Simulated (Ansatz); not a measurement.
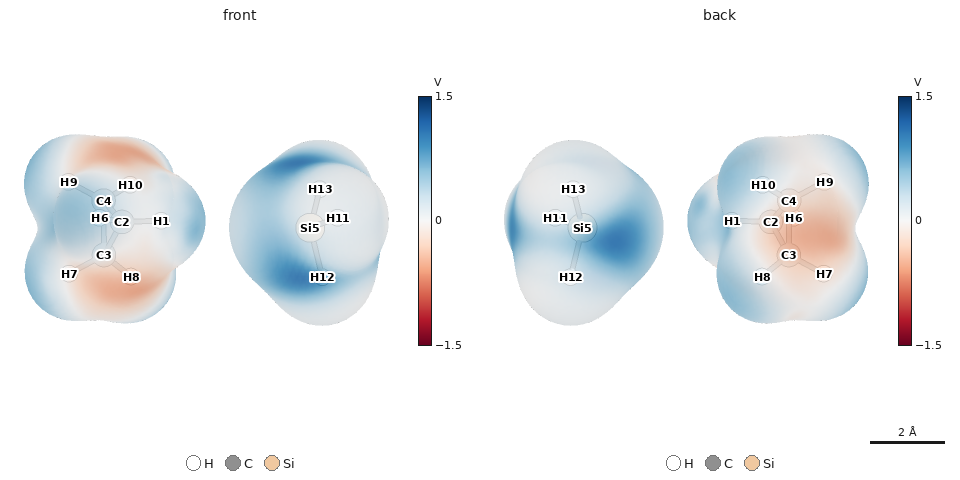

Figure 1: C3H6···H3Si (doublet). The molecular electrostatic potential painted on the density surface at 0.002 e/bohr³, seen from the front and from behind; red is negative and blue positive.

The calculation used UHF/def2-SVP (Ansatz 0.2.0).

```xyz
13

H    -0.6798    0.4405    0.9206
C    -0.5979   -0.4123    1.5840
C     0.6838   -1.1845    1.5860
C    -0.5458   -1.7780    0.9749
Si    0.2956    2.3481   -2.8264
H    -1.1236   -0.2908    2.5239
H     1.0349   -1.5908    2.5272
H     1.4778   -0.8589    0.9242
H    -1.0362   -2.5906    1.4980
H    -0.5928   -1.8585   -0.1048
H    -0.4928    3.5952   -2.7005
H     1.7436    2.6412   -2.9292
H    -0.1668    1.5395   -3.9777
```

Where is the surface potential most negative and most positive?

The most negative region (about −0.6 V) lies over C2, C3 and C4, the most positive (about +1.1 V) over Si5.
